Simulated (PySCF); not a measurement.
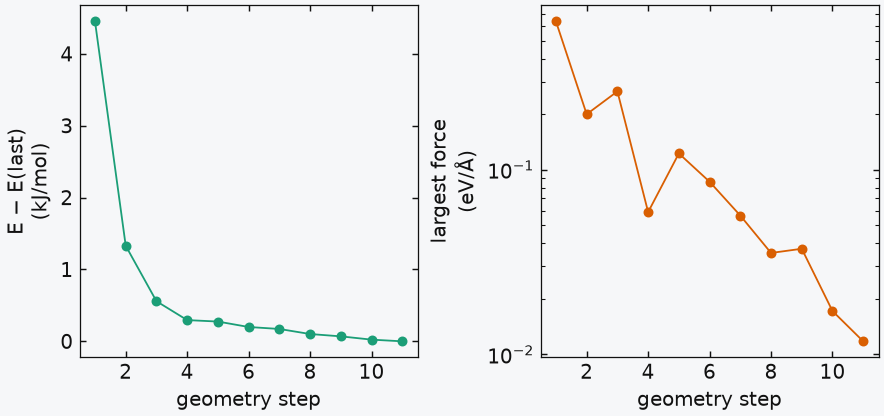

History of a geometry optimisation.

System: o-toluic acid (SMILES Cc1ccccc1C(=O)O).
Method: PySCF 2.14.0, density fitting, PBE0-D3(BJ)/def2-SVP, geometry optimisation.

How did it end, and what did it gain?

The optimisation met its thresholds at geometry 11, counting the start as the first. The energy fell by about 4.5 kJ/mol from the first step to the last. The largest force goes from about 0.64 eV/Å at the start to 0.012 eV/Å at the end.
